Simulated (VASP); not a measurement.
System: SnC3.

```
CELL_PARAMETERS angstrom
-1.56695 2.71403 0.00000
3.13390 0.00000 0.00000
0.00000 0.00000 -15.51405
ATOMIC_POSITIONS crystal
C 0.00000 0.00000 0.98574
C 0.33333 0.66667 0.65240
C 0.66667 0.33333 0.31907
C 0.66667 0.33333 0.85578
C 0.00000 0.00000 0.52245
C 0.33333 0.66667 0.18912
C 0.66667 0.33333 0.95000
C 0.00000 0.00000 0.61667
C 0.33333 0.66667 0.28333
Sn 0.33333 0.66667 0.79181
Sn 0.66667 0.33333 0.45848
Sn 0.00000 0.00000 0.12514
```

Space group R3m; started from the ordered alloy on diamond lattice prototype, which need not be the ambient phase; computed pressure about −7 GPa in this cell.

Theory: DFT, LDA, plane waves, PAW in VASP.

Question: What will maps of the valence pseudo-density and electron localisation function show?

Answer: C–C (1.46 Å): the density is about 1.8 e/Å³ at the midpoint; the ELF peaks at about 0.95 between the atoms, as expected for a covalent bond.
Sn–C (2.16 Å): the density is about 0.69 e/Å³ at the midpoint; the ELF peaks at about 0.90 in the valence shell of C, 0.7 Å from its nucleus, and is about 0.60 at the midpoint.

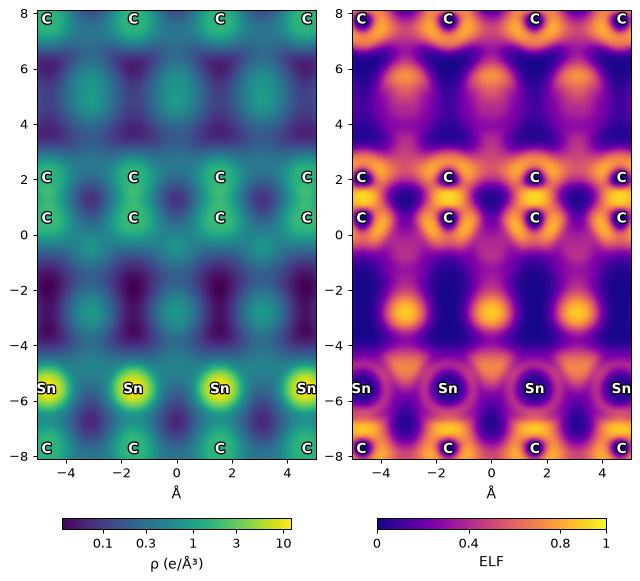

Computed valence pseudo-density and electron localisation function on the (010) plane of the conventional cell, in this order. Atoms just off the plane (C, 0.9 Å away and Sn, 0.9 Å away) can leave unmarked features too.

In a PAW calculation such maps are meaningful between the atoms, not at the nuclei.
